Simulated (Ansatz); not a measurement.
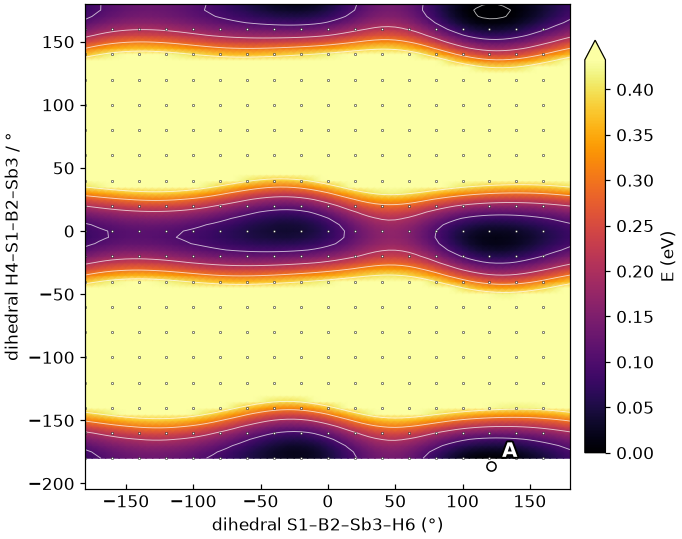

BH4SSb, SMILES S[BH][SbH2]. The first coordinate is: dihedral S1–B2–Sb3–H6; the second: dihedral H4–S1–B2–Sb3. Nothing is relaxed (all other coordinates rigid). The grid has 18 × 18 points. Points are written as (first, second). Energies: eV, counted from the lowest grid point. All numbers below come from RKS SPW92 (LDA)/def2-SVP (Ansatz).

Drawn: a smooth colour map with a few white contour lines, dots at the grid points, one colour for all values above the top of the scale, the well A. Between grid points the surface is interpolated.

Q: Where is the minimum, and how stiff is the well along each coordinate? Take the well at A.

A: The interpolated minimum is at dihedral S1–B2–Sb3–H6 ≈ 121°, dihedral H4–S1–B2–Sb3 ≈ −186°. The curvatures there are about 0.3 eV/rad² and 1.5 eV/rad², with a cross term of about 0 eV/rad². Round the minimum the two coordinates are nearly uncoupled.
